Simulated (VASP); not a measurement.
Band structure of MoS$_{2}$ (2H layered). Calculation: MS2 meta-GGA, VASP's PBE PAW potentials (set 64) (plane waves; VASP).

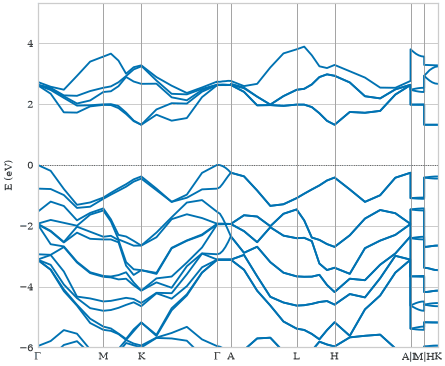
Fig. 1. Bands along high-symmetry lines, zero at the valence-band maximum or, without a gap, the Fermi level

**Question.** Read the plot: is there a gap, and where are the band edges?

**Answer.** The gap is indirect, 1.32 eV, from the valence maximum at Γ to the conduction minimum at K.

Measured: gap 1.29 eV (computed value off by +0.03 eV), as given by Wei Chen et al., Physical Review Materials (2018), doi:10.1103/physrevmaterials.2.073803.

The compound is MoS2 in the 2H layered structure. It was relaxed first, which changed the volume by +8 %.
